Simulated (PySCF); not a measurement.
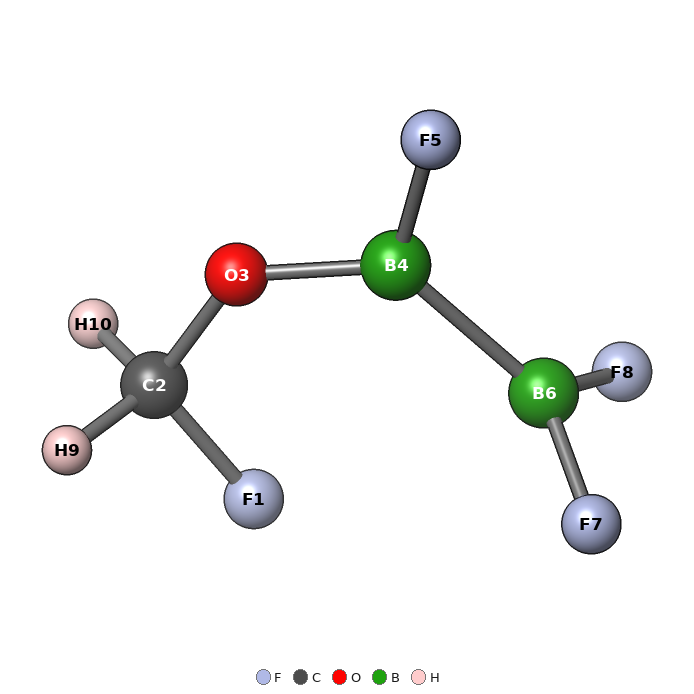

The computed structure is the end point of a GFN2-xTB optimisation. No frequency run is at hand to confirm it as a minimum. Properties computed with B3LYP/pcJ-1 indirect spin-spin coupling, non-relativistic, gas phase (PySCF 2.14.0). Isotopes: 11B, 13C, 19F, 1H, 17O.

Give the spin–spin coupling constants of these pairs, with the number of bonds between them: B4/B6, F1/O3, C2/B4, B4/H9.

```csv
pair,bonds apart,J (Hz)
"B4, B6",1,156.1
"F1, O3",2,−15.7
"C2, B4",2,1.8
"B4, H9",3,1.6
```

Density functionals are unreliable for couplings to fluorine, so those rows may be far off.

The geometry is semi-empirical. Around B such bond lengths and angles can be off by a tenth of an ångström or more and by several degrees, and values that hang on the shape move with them.
